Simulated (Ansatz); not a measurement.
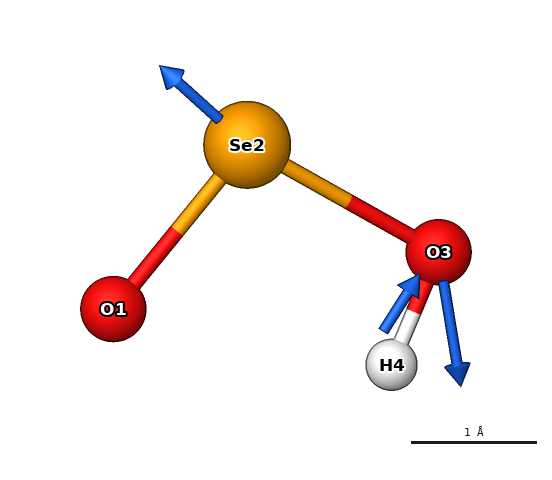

Arrows show the forces on the atoms, 1 Å of arrow for 1 eV/Å; forces under a tenth of the largest aren't drawn. The species has charge −1 and is a spin singlet. Level of theory: PBE0-D4/def2-TZVPPD (Ansatz 0.2.0).

On which atom is the force largest, and how large is it?

Answer. On O3: 0.88 eV/Å.

List the force components in the frame of the picture (x right, y up, z towards the viewer), in eV/Å.

| atom | Fx | Fy | Fz |
| --- | --- | --- | --- |
| O1 | 0.05 | −0.05 | −0.03 |
| Se2 | −0.48 | 0.44 | 0.22 |
| O3 | 0.14 | −0.85 | −0.18 |
| H4 | 0.30 | 0.47 | −0.01 |
